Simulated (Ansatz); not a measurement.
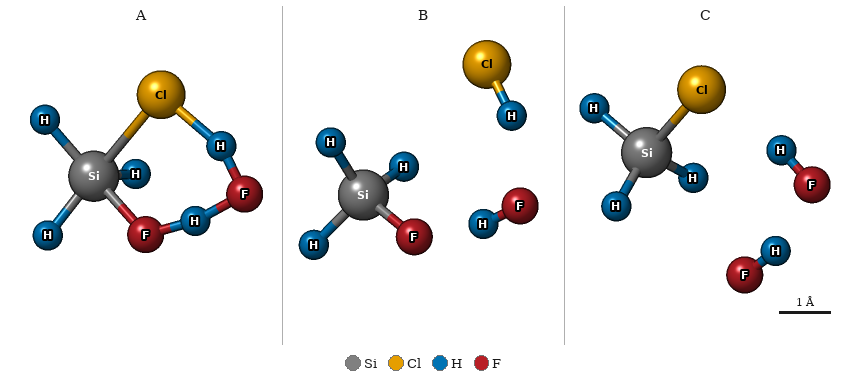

Three geometries of SiH5ClF2: a saddle point and the two minima that it joins, in shuffled order. The picture is a ball-and-stick view, seen at a tilt. Sticks join atoms that are closer than about 1.2 times the sum of their covalent radii (a little more with hydrogen).

Stationary points at PBE0-D4/def2-TZVP, single-point energies with CCSD(T)/CBS, B3LYP-D4, r2SCAN-D4 (def2-TZVPP where no basis is named; Ansatz 0.2.0). The energies are electronic, without zero-point or thermal terms, and both ends are the minima reached downhill from the saddle, with any fragments still in contact. CCSD(T)/CBS stands for a frozen-core estimate: MP2 correlation extrapolated from def2-TZVPP and def2-QZVPP, CCSD(T) minus MP2 from the smaller set.

**Which frame is the transition state, what reaction does it lead through, and what barrier is to be expected?**

Frame A is the saddle point. Counted by bonded pieces, C holds HF + HF + SiH₃Cl and B holds HCl + HF + SiH₃F. From C over the saddle to B, bonds form: F–Si (3.23 → 1.87 → 1.63 Å), Cl–H (2.11 → 1.64 → 1.29 Å), F–H (1.70 → 1.19 → 0.93 Å). Bonds break: Cl–Si (2.09 → 2.42 → 3.76 Å), F–H (0.94 → 1.10 → 1.70 Å), F–H (0.94 → 1.07 → 1.89 Å). The saddle has one imaginary mode, 502i cm⁻¹. With CCSD(T)/CBS the barrier is 1.29 eV from C and 1.59 eV from B, and B lies 0.31 eV below C.

```csv
level,barrier from C (eV),barrier from B (eV),B less C (eV)
CCSD(T)/CBS,1.29,1.59,−0.31
B3LYP-D4,1.14,1.46,−0.32
r2SCAN-D4,0.94,1.23,−0.28
```

Against CCSD(T)/CBS, B3LYP-D4 comes closest on the barrier from C (−0.15 eV) and r2SCAN-D4 misses most (−0.34 eV).
